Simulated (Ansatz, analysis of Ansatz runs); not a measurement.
## How often does Cl try the jump in K3BrCl2 (P-3m1)?

Aim: the prefactor of a hop in K3BrCl2 (P-3m1) (V_Cl hop (4.4 Å), charge +1) from the modes of the moving atom at the start and at the top of a path found beforehand. Model: a cell of 54 host atoms with 1 Cl taken out.

Program: Ansatz 0.2.0. Level of theory: plane-wave PAW DFT, PBEsol; finite-difference force constants of the moving atom alone. Results are calculated unless marked as measured.

## (1) Set-up

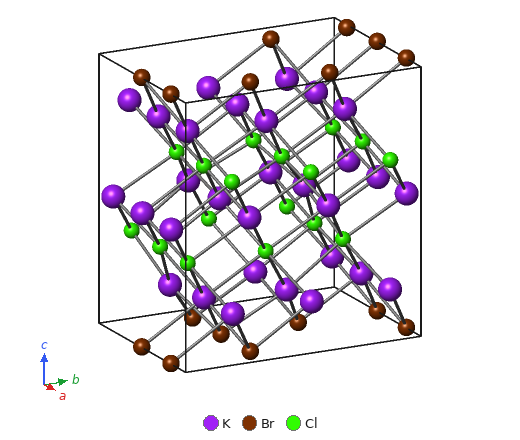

Start, viewed slightly off an axis; potassium purple, bromine brown, chlorine green. Some periodic images of atoms are drawn too.

The cell holds 53 atoms: 27 K, 9 Br and 17 Cl. Cell: a = 13.448 Å, b = 13.448 Å, c = 11.001 Å, α = 90.0°, β = 90.0°, γ = 120.0°. It derives from K3BrCl2 (space group P-3m1). Nearest the centre at fractional (0.667, 0.500, 0.500): Cl46 at 2.12 Å, K42 at 2.43 Å, K48 at 2.43 Å, Cl23 at 3.78 Å, Cl29 at 3.78 Å, K27 at 3.78 Å, Cl47 at 3.79 Å, Cl53 at 3.79 Å. The cell carries charge +1.

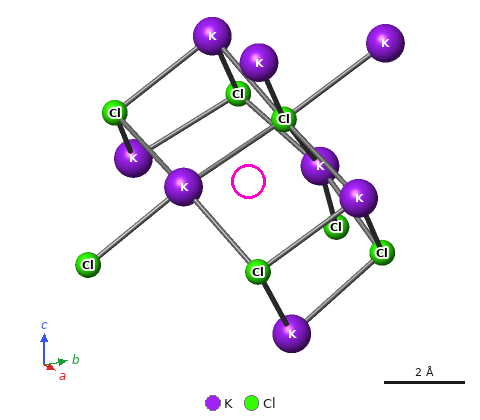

The atoms within 5 Å of the centre. A ring marks the centre wherever it is empty.

The cell's shortest repeat is 11.0 Å.

## (2) Vibrations of the moving atom at the start point

Harmonic transition-state theory takes the prefactor from the modes at the minimum and at the top. Only the moving atom is displaced, by 0.02 Å, which takes six displaced runs and a reference; the host's atoms are held.

Input file qp1.start.modes/input.yaml:

```yaml
crystal:
  lattice:
    - [13.44809205, 9.0e-08, 0.0]
    - [-6.7240461, 11.64638931, 0.0]
    - [0.0, 0.0, 11.00082975]
  atoms:
    - { symbol: K, position: [-0.00041271, 0.00054485, 0.49913425] }
    - { symbol: K, position: [0.10959332, 0.22148317, 0.17683462] }
    - { symbol: K, position: [0.22097384, 0.10972701, 0.82270665] }
    - { symbol: Br, position: [0.0011247, -0.00112493, 0.00270161] }
    - { symbol: Cl, position: [0.10565707, 0.2195928, 0.66674734] }
    - { symbol: Cl, position: [0.22762764, 0.11651045, 0.33879999] }
    - { symbol: K, position: [-0.00037717, 0.33270418, 0.49917288] }
    - { symbol: K, position: [0.11137656, 0.55631948, 0.17856275] }
    - { symbol: K, position: [0.22088245, 0.4444437, 0.82321497] }
    - { symbol: Br, position: [0.00103619, 0.33587313, 0.0026983] }
    - { symbol: Cl, position: [0.109897, 0.55315448, 0.65826937] }
    - { symbol: Cl, position: [0.22746254, 0.44441433, 0.33897991] }
    - { symbol: K, position: [0.00085042, 0.66712979, 0.50042102] }
    - { symbol: K, position: [0.11137827, 0.8887477, 0.17853613] }
    - { symbol: K, position: [0.22227585, 0.77797141, 0.81216079] }
    - { symbol: Br, position: [0.00793833, 0.67093677, -0.00627286] }
    - { symbol: Cl, position: [0.10997262, 0.89042619, 0.65822503] }
    - { symbol: Cl, position: [0.2223083, 0.77787796, 0.33875069] }
    - { symbol: K, position: [0.33298581, -0.0005133, 0.50033308] }
    - { symbol: K, position: [0.434496, 0.20300705, 0.16389709] }
    - { symbol: K, position: [0.55566438, 0.11003033, 0.82309338] }
    - { symbol: Br, position: [0.32957007, -0.00746485, -0.00640602] }
    - { symbol: Cl, position: [0.44677569, 0.22714233, 0.65537127] }
    - { symbol: Cl, position: [0.55573042, 0.11660023, 0.33880467] }
    - { symbol: K, position: [0.31533548, 0.32466459, 0.51276917] }
    - { symbol: K, position: [0.43466021, 0.56539252, 0.16389933] }
    - { symbol: K, position: [0.55553166, 0.44450863, 0.82289647] }
    - { symbol: Br, position: [0.33675975, 0.33523206, 0.00504153] }
    - { symbol: Cl, position: [0.44686354, 0.55325909, 0.65556197] }
    - { symbol: K, position: [0.3331537, 0.6670767, 0.50050226] }
    - { symbol: K, position: [0.44347684, 0.88864814, 0.17850386] }
    - { symbol: K, position: [0.55544371, 0.77911055, 0.82311142] }
    - { symbol: Br, position: [0.32922969, 0.67059362, -0.00626414] }
    - { symbol: Cl, position: [0.44707589, 0.89028357, 0.65831889] }
    - { symbol: Cl, position: [0.55553469, 0.77218456, 0.33876131] }
    - { symbol: K, position: [0.6673227, 0.00042987, 0.4992895] }
    - { symbol: K, position: [0.77811051, 0.2215598, 0.17712124] }
    - { symbol: K, position: [0.88882645, 0.11103279, 0.83016946] }
    - { symbol: Br, position: [0.66423534, -0.00120356, 0.0028093] }
    - { symbol: Cl, position: [0.78040962, 0.21964042, 0.66678474] }
    - { symbol: Cl, position: [0.88898166, 0.11132917, 0.33942321] }
    - { symbol: K, position: [0.67557388, 0.32446833, 0.51286146] }
    - { symbol: K, position: [0.79734326, 0.56540494, 0.16401611] }
    - { symbol: K, position: [0.89037425, 0.44471882, 0.82304771] }
    - { symbol: Br, position: [0.66476492, 0.33521784, 0.00517403] }
    - { symbol: Cl, position: [0.77329321, 0.55352432, 0.65602358] }
    - { symbol: Cl, position: [0.88342156, 0.4446435, 0.33890698] }
    - { symbol: K, position: [0.67574303, 0.68461392, 0.51286444] }
    - { symbol: K, position: [0.77812241, 0.88994582, 0.17701438] }
    - { symbol: K, position: [0.89002231, 0.77866362, 0.82283117] }
    - { symbol: Br, position: [0.66480267, 0.66304892, 0.00504903] }
    - { symbol: Cl, position: [0.78045168, 0.89449675, 0.66661381] }
    - { symbol: Cl, position: [0.88350421, 0.77259355, 0.33899378] }
  symmetry: { detect: false }
total_charge: 1
basis:
  ecutwfc: 420
  xc_grid: 2
hamiltonian:
  xc: pbesol
kpoints:
  mp_grid: { grid: [1, 1, 1], shift: [0.25, 0.25, 0.25] }
scf:
  occupations: { method: fixed }
  max_iter: 100
phonons:
  supercell: [1, 1, 1]
  displaced_sites: [45]
  amplitude: 0.02
```

On the command line:

```bash
> ansatz run input.yaml --threads 32 --pin off --max-ram 84787MiB --backend cuda --events-out ev --progress --plain --runs-dir out --max-vram 78GiB
```

Numbers of over 12 decimals in the logs are rounded to 6 here.

The program printed:

```text
[... repeated set-up lines and file paths are left out, and long positions are rounded to six places ...]
Engine: ansatz 0.2.0, aarch64-unknown-linux-gnu
Pseudopotentials: kind: paw
Pseudopotential: K, paw, valence charge 9, recommended cutoff 420 eV (normal), K.paw.azcp
Pseudopotential: Br, paw, valence charge 7, recommended cutoff 420 eV (normal), Br.paw.azcp
Pseudopotential: Cl, paw, valence charge 7, recommended cutoff 420 eV (normal), Cl.paw.azcp
Functional definition: PBEsol
  exchange = pbesol_x
  correlation = pbesol_c
[...]
Crystal: 53 atoms, lattice volume = 1722.969 Å³
Basis set: ecut = 420 eV, 33637 PW (Γ), exchange–correlation on 180×180×150 points (8 copies of the dense FFT grid, shifted against one another)
Bands: 265, of which v1, the nominal top of the filled ones, is band 212 counted from 1 (211 counted from 0)
Symmetry: 1 space group operations
k-points: 1
Non-local potential: K, projectors of the file, l = 0: 3, l = 1: 2, l = 2: 2
Non-local potential: Br, projectors of the file, l = 0: 2, l = 1: 2, l = 2: 2
Non-local potential: Cl, projectors of the file, l = 0: 2, l = 1: 2, l = 2: 2
PAW form: soft (Blöchl's): semilocal exchange-correlation on the pseudo side does not see the compensation charge
PAW frozen core: K, regenerated for the run's functional, and the local potential with it (the file was generated under x = pbe(κ = 0.804, μ = 0.219515), c = pbe(β = 0.066725))
PAW frozen core: Br, regenerated for the run's functional, and the local potential with it (the file was generated under x = pbe(κ = 0.804, μ = 0.219515), c = pbe(β = 0.066725))
PAW frozen core: Cl, regenerated for the run's functional, and the local potential with it (the file was generated under x = pbe(κ = 0.804, μ = 0.219515), c = pbe(β = 0.066725))
PAW one-centre angular grid: K, 110 points (default); XC on 64 Gauss nodes
PAW one-centre angular grid: Br, 110 points (default); XC on 64 Gauss nodes
PAW one-centre angular grid: Cl, 110 points (default); XC on 64 Gauss nodes
Initial density: superposition of atomic densities (neutral atoms scaled as one to the charged cell's electrons: chi_scale 0, normalization atom), corrected by the library's trained network
Initial wavefunctions: pseudopotential atomic-orbital guess
[...]
Functional: x = pbesol(κ = 0.804, μ = 0.123457), c = pbesol(β = 0.046)
SCF iter   1: F=—  HF=-83697.105904 eV  |F-HF|=—  |Δ(HF+E_count)|=         —  Δρ=2.27e-3  dr2=1.51e-1  ethr=1.77e-3  ⟨swp⟩=5.0  Hψ=950  notcnv=0  defer=51
preconditioner: auto → Resta (q_TF=auto, 2.160 Å⁻¹)  ε∞=2.5  [insulator: Δε(μ)=4.429 eV  Ē_g=13.961 eV  n_scr=282 (ndim 8)  ℏωp=17.2 eV  f_vac=0.090  ε∞_Penn≈2.5]
SCF iter   2: F=—  HF=-83697.056087 eV  |F-HF|=—  |Δ(HF+E_count)|=   4.98e-2  Δρ=9.53e-4  dr2=2.35e-2  ethr=3.55e-5  ⟨swp⟩=3.0  Hψ=386  notcnv=0  defer=51
[...]
SCF iter   9: F=-83697.057062 eV  HF=-83697.057062 eV  |F-HF|=4.95e-10  |Δ(HF+E_count)|=   1.07e-8  Δρ=1.48e-7  dr2=6.69e-10  ethr=1.00e-12  ⟨swp⟩=22.0  Hψ=1910  notcnv=0
SCF 1 converged in 9 iterations: F = -83697.057062 eV  dr2 = 6.69e-10
  greatest PAW one-centre occupation: 0.987 electrons in one spin orbital (limit 2), on the K atom at site 25 (counted from 0), in its partial waves of l = 0
[...]
iter 1 solved again at ethr=1.74e-7 eV; its pass at ethr=3.10e-3 eV (dr2=7.37e-4 eV) is discarded
SCF iter   1: F=—  HF=-83697.057223 eV  |F-HF|=—  |Δ(HF+E_count)|=         —  Δρ=1.24e-4  dr2=2.28e-4  ethr=1.74e-7  ⟨swp⟩=3.0  Hψ=882  notcnv=0  defer=51
SCF iter   2: F=—  HF=-83697.057177 eV  |F-HF|=—  |Δ(HF+E_count)|=   4.66e-5  Δρ=5.31e-5  dr2=2.67e-5  ethr=5.37e-8  ⟨swp⟩=2.0  Hψ=382  notcnv=0  defer=49
[...]
SCF iter   7: F=-83697.056770 eV  HF=-83697.056770 eV  |F-HF|=8.73e-11  |Δ(HF+E_count)|=   1.05e-9  Δρ=5.27e-8  dr2=7.14e-11  ethr=1.00e-12  ⟨swp⟩=4.0  Hψ=771  notcnv=0
SCF 2 converged in 7 iterations: F = -83697.056770 eV  dr2 = 7.14e-11
[...]
iter 1 solved again at ethr=6.06e-10 eV; its pass at ethr=3.10e-3 eV (dr2=2.57e-6 eV) is discarded
[...]
SCF 3 converged in 5 iterations: F = -83697.056658 eV  dr2 = 1.62e-11
[...]
SCF 4 converged in 7 iterations: F = -83697.056622 eV  dr2 = 5.71e-11
[...]
SCF 5 converged in 5 iterations: F = -83697.056776 eV  dr2 = 1.62e-11
[...]
SCF 6 converged in 7 iterations: F = -83697.056628 eV  dr2 = 8.94e-11
[...]
SCF 7 converged in 5 iterations: F = -83697.056878 eV  dr2 = 1.88e-11
SCF converged after 9 iterations
[...]
[... 10 atoms left out ...]
  atom  42  K     -0.00448857     0.00499450    -0.00253797
  atom  43  K     -0.00724564    -0.00085783     0.00153302
  [... 2 atoms left out ...]
  atom  46  Cl     0.00277444    -0.00390212    -0.00621916
  atom  47  Cl     0.00036315    -0.00217703    -0.00202667
  atom  48  K     -0.00200582    -0.00485776    -0.00269157
  [... 4 atoms left out ...]
  atom  53  Cl     0.00156122    -0.00279781    -0.00419211
  max |Σ_I F_I| component: 2.58e-6 eV/Å
--- Band table (eV) ---
  k-point 0: bands = ["-26.4802", "-26.4781", "-26.4761", "-26.4501", [... 49 left out ...] "-10.0824", "-10.0737", "-10.0682", "-10.0"]
--- Phonons: 6 displaced members + reference (amplitude 0.02 Å, Σ member SCF iterations 36) ---
  symmetry images taken by strict's conditions (phonons.symmetry_images: auto; settled by no image being taken that strict refuses)
  force constants formed among 1 of 53 sites (Cl 45); the other 52 at rest. The modes move the named sites alone.
  the frequencies, the zero-point energy and the sums are of the block with the acoustic sum rule laid on its rows. Row sums over every site: 7.6e-5 eV/Å² at the most
  transpose residual: 3.1e-4 eV/Å²
  largest component of a force at the reference: 6.2e-3 eV/Å on a named site, 9.6e-3 eV/Å on a site at rest
  frequencies among the named sites at Γ of the cell (cm⁻¹): 105.34 117.57 119.11
  unstable modes among the named sites: 0
  frequencies as built, with no sum rule (cm⁻¹): 105.33 117.57 119.11
  zero-point energy: 0.021202 eV/cell   skipped modes (ω ≤ 0): 0
  not written: the harmonic force-constant file, the file of eigenvectors (these modes' are written with the force constants), the density of states and the dispersion, which are of every site
```

Run time: 2.8 s. Hardware: 1 × NVIDIA GB200 with 32 threads of Arm Neoverse V2, shared host; peak memory 2 GiB.

This step gave:

* free energy: -83697.0571 eV
* frequencies of moving atom: 105.3, 117.6, 119.1 cm⁻¹ (negative: imaginary)

The three modes are 105, 118 and 119 cm⁻¹: all real, a minimum for this atom with the others held.

## (3) Vibrations of the moving atom at the top of the path

The same at the top, where the mode along the path should be imaginary.

Input file qp1.top.modes/input.yaml:

```yaml
crystal:
  lattice:
    - [13.44809205, 9.0e-08, 0.0]
    - [-6.7240461, 11.64638931, 0.0]
    - [0.0, 0.0, 11.00082975]
  atoms:
    - { symbol: K, position: [0.00588105, 0.00713319, 0.49966267] }
    - { symbol: K, position: [0.11690984, 0.22525028, 0.18519088] }
[... 10 atom lines left out ...]
    - { symbol: K, position: [-0.01532377, 0.65907006, 0.48940249] }
[... 9 atom lines left out ...]
    - { symbol: Cl, position: [0.44530816, 0.21476578, 0.6611578] }
[... 1 atom line left out ...]
    - { symbol: K, position: [0.34417382, 0.3388364, 0.5094692] }
[... 1 atom line left out ...]
    - { symbol: K, position: [0.54985226, 0.44165808, 0.81099522] }
[... 1 atom line left out ...]
    - { symbol: Cl, position: [0.44542768, 0.56415356, 0.66109485] }
[... 10 atom lines left out ...]
    - { symbol: Cl, position: [0.78572489, 0.21924473, 0.6728629] }
[... 1 atom line left out ...]
    - { symbol: K, position: [0.66665031, 0.29058029, 0.49965618] }
    - { symbol: K, position: [0.78293353, 0.55824662, 0.19368568] }
[... 2 atom lines left out ...]
    - { symbol: Cl, position: [0.67558026, 0.50478133, 0.49298453] }
    - { symbol: Cl, position: [0.88995697, 0.43426269, 0.33700103] }
    - { symbol: K, position: [0.66676589, 0.70974158, 0.49951894] }
[... 4 atom lines left out ...]
    - { symbol: Cl, position: [0.8899684, 0.78930185, 0.33707949] }
  symmetry: { detect: false }
total_charge: 1
basis:
  ecutwfc: 420
  xc_grid: 2
hamiltonian:
  xc: pbesol
kpoints:
  mp_grid: { grid: [1, 1, 1], shift: [0.25, 0.25, 0.25] }
scf:
  occupations: { method: fixed }
  max_iter: 100
phonons:
  supercell: [1, 1, 1]
  displaced_sites: [45]
  amplitude: 0.02
```

The program printed:

```text
[...]
Crystal: 53 atoms, lattice volume = 1722.969 Å³
Basis set: ecut = 420 eV, 33637 PW (Γ), exchange–correlation on 180×180×150 points (8 copies of the dense FFT grid, shifted against one another)
Bands: 265, of which v1, the nominal top of the filled ones, is band 212 counted from 1 (211 counted from 0)
[... 1 set-up line as in the run before ...]
k-points: 1
[...]
SCF iter   1: F=—  HF=-83696.495875 eV  |F-HF|=—  |Δ(HF+E_count)|=         —  Δρ=2.28e-3  dr2=1.43e-1  ethr=1.77e-3  ⟨swp⟩=6.0  Hψ=833  notcnv=0  defer=51
[...]
SCF iter   2: F=—  HF=-83696.456421 eV  |F-HF|=—  |Δ(HF+E_count)|=   3.95e-2  Δρ=9.38e-4  dr2=2.02e-2  ethr=3.37e-5  ⟨swp⟩=2.0  Hψ=386  notcnv=0  defer=51
[...]
SCF iter   9: F=-83696.453462 eV  HF=-83696.453462 eV  |F-HF|=6.26e-10  |Δ(HF+E_count)|=   1.01e-8  Δρ=1.68e-7  dr2=6.88e-10  ethr=1.00e-12  ⟨swp⟩=22.0  Hψ=1942  notcnv=0
SCF 1 converged in 9 iterations: F = -83696.453462 eV  dr2 = 6.88e-10
[...]
SCF iter   2: F=—  HF=-83696.453834 eV  |F-HF|=—  |Δ(HF+E_count)|=   4.38e-5  Δρ=5.36e-5  dr2=2.88e-5  ethr=6.04e-8  ⟨swp⟩=2.0  Hψ=377  notcnv=0  defer=49
[...]
SCF iter   7: F=-83696.453437 eV  HF=-83696.453437 eV  |F-HF|=1.16e-10  |Δ(HF+E_count)|=   2.53e-9  Δρ=6.09e-8  dr2=9.02e-11  ethr=1.00e-12  ⟨swp⟩=5.0  Hψ=856  notcnv=0
SCF 2 converged in 7 iterations: F = -83696.453437 eV  dr2 = 9.02e-11
[...]
SCF 3 converged in 5 iterations: F = -83696.452864 eV  dr2 = 1.73e-11
[...]
SCF 4 converged in 7 iterations: F = -83696.452369 eV  dr2 = 6.97e-11
[...]
SCF 5 converged in 5 iterations: F = -83696.452784 eV  dr2 = 1.59e-11
[...]
SCF 6 converged in 8 iterations: F = -83696.453375 eV  dr2 = 7.36e-12
[...]
SCF 7 converged in 5 iterations: F = -83696.453597 eV  dr2 = 2.10e-11
SCF converged after 9 iterations
[...]
[... 8 atoms left out ...]
  atom  42  K     -0.01552600     0.03209803    -0.00191390
  atom  43  K     -0.00650804    -0.00213786     0.00524043
  [... 2 atoms left out ...]
  atom  46  Cl     0.01430556    -0.01044004    -0.00558155
  atom  47  Cl    -0.00009146     0.00016604    -0.00017358
  atom  48  K      0.01379583    -0.02088893    -0.00107496
  [... 5 atoms left out ...]
  max |Σ_I F_I| component: 6.81e-7 eV/Å
--- Band table (eV) ---
[...]
transpose residual: 8.6e-4 eV/Å²
[...]
frequencies among the named sites at Γ of the cell (cm⁻¹): -51.61 51.75 212.13
  unstable modes among the named sites: 1
  frequencies as built, with no sum rule (cm⁻¹): -51.61 51.75 212.13
  zero-point energy: 0.016359 eV/cell   skipped modes (ω ≤ 0): 1, of them read as no rigid motion or as one in doubt: 1 (1.000e0 modes/cell left out, lowest -51.61 cm⁻¹)
[...]
```

It took 3.2 s on 1 × NVIDIA GB200 with 32 threads; peak memory 1.8 GiB; 14 s of CPU time.

Read from the output:

```
free energy                : -83696.4535 eV
frequencies of moving atom : -51.61, 51.75, 212.1 cm⁻¹ (negative: imaginary)
```

The three modes are 52i, 52 and 212 cm⁻¹: one imaginary, a saddle of first order for this atom with the others held.

## (4) Attempt frequency and hop rate

Analysis of the runs above: harmonic transition-state theory from the moving atom's modes alone (Vineyard), PBEsol.

It gives:

- attempt frequency: 4.028 THz

Table of hop rate by temperature:

```tsv
temperature (K)	hop rate (1/s)
200	0.00248
300	292
400	1.0e5
600	3.4e7
800	6.3e8
1000	3.7e9
```

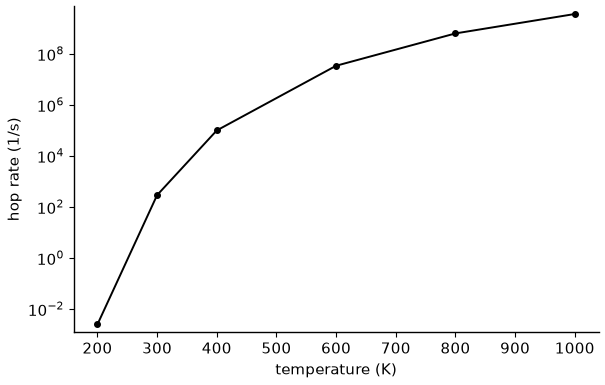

Hop rate against temperature.

## (5) Results

| Quantity | Value |
| --- | --- |
| attempt frequency (attempt frequency and hop rate) | 4.03 THz |

What this shows: The attempt frequency, the product of the three frequencies at the start over that of the two real ones at the top (Vineyard), is 4.0 THz. With the barrier of 0.60 eV it gives 3.4e+07 hops a second at 600 K along this one path; equivalent neighbouring sites multiply that. The host's atoms were held, though they move along the path too, so the prefactor is rough. Limits: one k-point off the zone centre stands for the whole zone.

[Logs are printed without paths, hosts, clocks, repeated set-up lines and the standing remarks that a program may print on its own settings, such as how far it seeks lower states.]

[Hosts, paths, dates, database ids (printed as entryN), source tags and the programs' standing remarks are cut or masked in the printed files.]
